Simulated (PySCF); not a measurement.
SMILES C[O][Al]([SiH3])[SiH3] (CH₉AlOSi₂), CAM-B3LYP/def2-SVP optimised geometry. Atoms within 1.6 Å of the plane z = 0.0 Å (x, y, z in Å): Al1 (-0.49, 0.08, 0.00), O2 (1.20, 0.08, 0.00), C3 (2.31, -0.76, 0.01), H4 (2.94, -0.56, 0.90), H5 (2.04, -1.83, 0.03), H6 (2.94, -0.59, -0.88), Si7 (-1.51, 2.30, 0.00), H8 (-1.47, 2.90, 1.37), H9 (-2.94, 2.26, -0.42), H10 (-0.79, 3.24, -0.91), Si11 (-1.70, -2.06, 0.02), H12 (-2.71, -2.10, 1.11), H13 (-0.80, -3.24, 0.20), H14 (-2.44, -2.27, -1.27).

Computed with CAM-B3LYP/def2-TZVP run with PySCF 2.14.0. Cells within 0.4 Å of a nucleus heavier than hydrogen are left out (blank, or x).

Map of the HOMO amplitude (bohr^(-3/2)) on the plane z = 0.0 Å; orbital energy -8.20 eV, overall sign arbitrary:

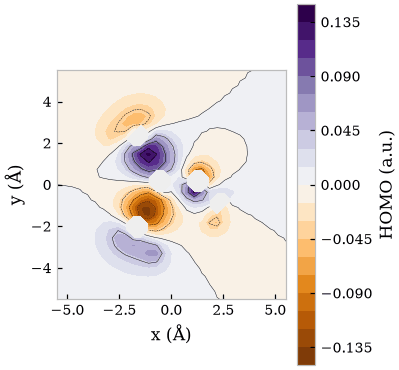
HOMO amplitude (bohr^(-3/2)) on the plane z = 0.0 Å.
